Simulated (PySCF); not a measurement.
C$_{2}$H$_{6}$FSi (doublet)

```yaml
atoms:
  - { symbol: C, position_ang: [-0.1762, -0.1242, -0.5230] }
  - { symbol: Si, position_ang: [1.5163, 0.2661, 0.1435] }
  - { symbol: C, position_ang: [-1.4750, -0.2447, 0.1737] }
  - { symbol: F, position_ang: [-0.2750, -0.2053, -1.8644] }
  - { symbol: H, position_ang: [2.5300, -0.6788, -0.4169] }
  - { symbol: H, position_ang: [1.4568, 0.1335, 1.6300] }
  - { symbol: H, position_ang: [1.9540, 1.6563, -0.2050] }
  - { symbol: H, position_ang: [-2.1565, 0.5834, -0.0988] }
  - { symbol: H, position_ang: [-1.9871, -1.1838, -0.1046] }
  - { symbol: H, position_ang: [-1.3404, -0.2330, 1.2639] }
```

Geometry: PBE0-D3(BJ)/def2-SVP.

Level of theory: PySCF, UKS B3LYP, IGLO-III on C F Si, pcH-1 on H, non-relativistic, mean-field spin-orbit, GIAO.

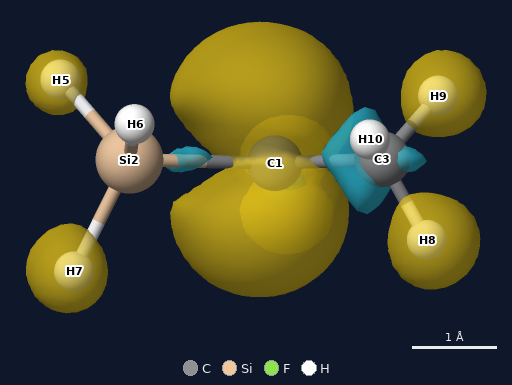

Figure 1. Isosurfaces of the spin density at +0.015 (yellow) and −0.015 e/Å³ (cyan), seen from one side.

Describe the spin distribution.

The unpaired spin (1 electron) lies mostly on C1 (about 0.6), F4 (about 0.1) and Si2 (about 0.1), in electrons by Hirshfeld's partition.

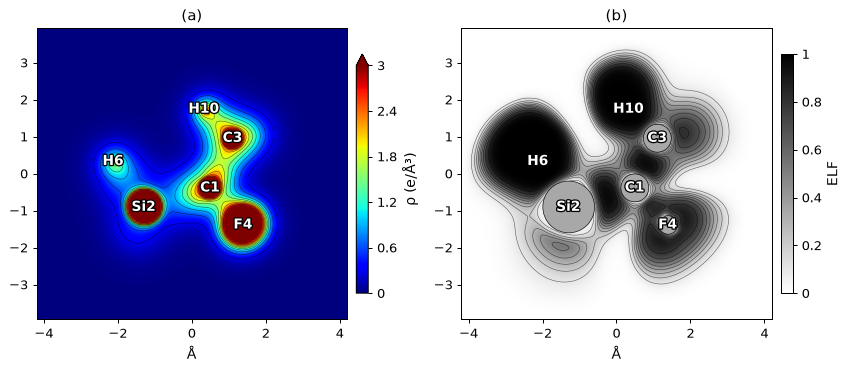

Figure 2. (a) electron density; (b) ELF on the plane of atoms Si2, C1 and F4. Grey discs cover the atomic cores in the ELF map.

Interpret the plot.

- The section cuts through C, Si, F and H sites.
- C–F (1.35 Å): ρ is about 2.2 e/Å³ halfway, with its minimum of 1.7 e/Å³ about 0.5 Å from C; the ELF peaks at about 0.85 between the atoms, as expected for a shared but strongly polarised pair.
- C–C (1.48 Å): ρ at the midpoint is about 1.8 e/Å³; the ELF peaks at about 0.95 between the atoms, as expected for localised, covalent bonding.
- C–Si (1.86 Å): the density is about 0.96 e/Å³ at the midpoint; the ELF peaks at about 0.95 between the atoms: localised, covalent bonding.
- C–H (1.10 Å): ρ is about 2 e/Å³ halfway; the ELF climbs to about 1 towards the hydrogen, as it does in any bond to H (an ordinary covalent bond to hydrogen).
- Si–H (1.49 Å): ρ at the midpoint is about 0.79 e/Å³; the ELF climbs to about 1 towards the hydrogen.
- The ELF also peaks beside F4, away from the bonds: non-bonding electrons, paired or unpaired.

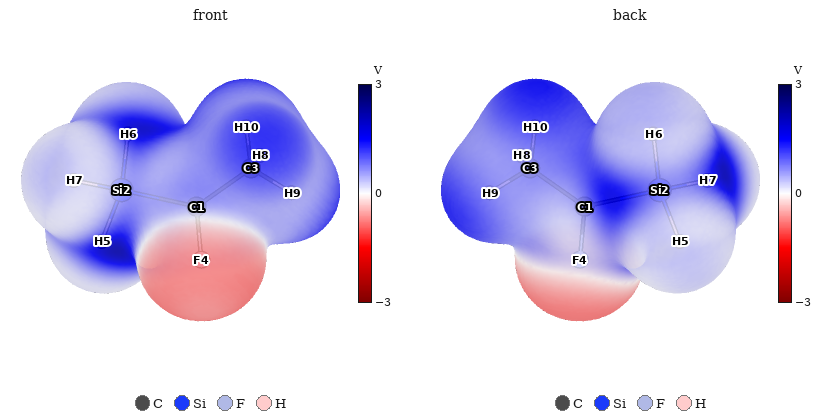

Figure 3. The electrostatic potential painted on the density surface at 0.004 e/bohr³, seen from the front and from behind; the colour scale runs from red (negative) to blue (positive).

Which sites attract a positive test charge, and which a negative one?

A positive charge is drawn to the negative regions and a negative charge to the positive ones. The most negative region (about −0.7 V) lies over F4, the most positive (about +2.0 V) over Si2.
